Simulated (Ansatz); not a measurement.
## Pressure series in TiTe2

Consider TiTe2 in the CdI2 type structure (space group P-3m1, No. 164; a = 3.6973 Å, c = 6.3840 Å; layered, stacked along the Cartesian z axis).

Cell and atoms are relaxed at each pressure.

Calculations: PBE-D3(BJ) (Ansatz, a quantum-chemistry and plane-wave program, PAW, without spin-orbit coupling).

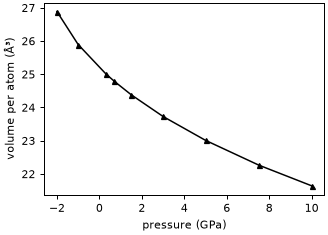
Fig. 1. Volume against pressure

### Question
Estimate the zero-pressure bulk modulus from the plot.

### Answer
About 40 GPa; a third-order Birch–Murnaghan fit to the points gives V₀ = 25.22 Å³/atom, B₀ = 40 GPa and B₀′ = 6.6.

Load acts through the strain it causes; cell and atoms are relaxed under it. No phonon test of stability was made. No other phases were tried under pressure. The final runs are not spin-polarised.
